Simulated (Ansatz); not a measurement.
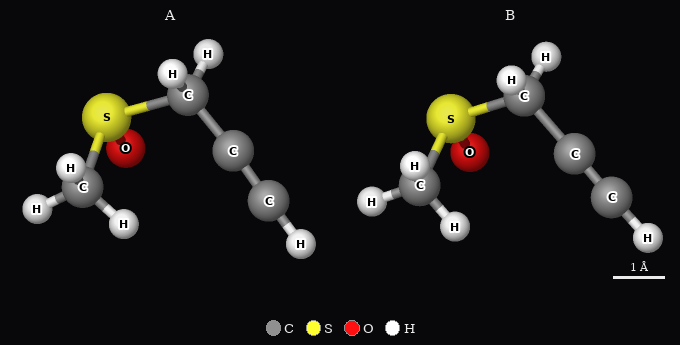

Two geometries of C$_{4}$H$_{6}$OS (coarse preliminary run), drawn at one scale. One is the start of a relaxation, the other its converged end. Style: ball-and-stick. Shown at a tilt.

Method: RKS PBE-D4/def2-SVP (Ansatz). Settings: force threshold 0.03 eV/Å; at most 200 steps.

> Which one is relaxed?

Structure A is the relaxed one. The start comes from a force field. The atom that moves furthest after the best rigid fit is an H atom (0.20 Å). Largest moves by element: H 0.20 Å, O 0.12 Å, C 0.09 Å, S 0.09 Å. Among the contacts that change: C–S 1.773 → 1.923 Å, C–C 1.536 → 1.439 Å, C–H 1.028 → 1.109 Å, C–C 1.151 → 1.224 Å. Among the angles between lasting bonds that change: S–C–H 107.7° → 102.1°, C–C–H 108.1° → 113.7°, S–C–H 110.3° → 106.3°. Over 7 accepted moves (8 points after the start) the energy falls by 76.2 kJ/mol. The largest force component goes from 9.2 to 0.029 eV/Å. The line search rejected the trial step at point 5 of the run.
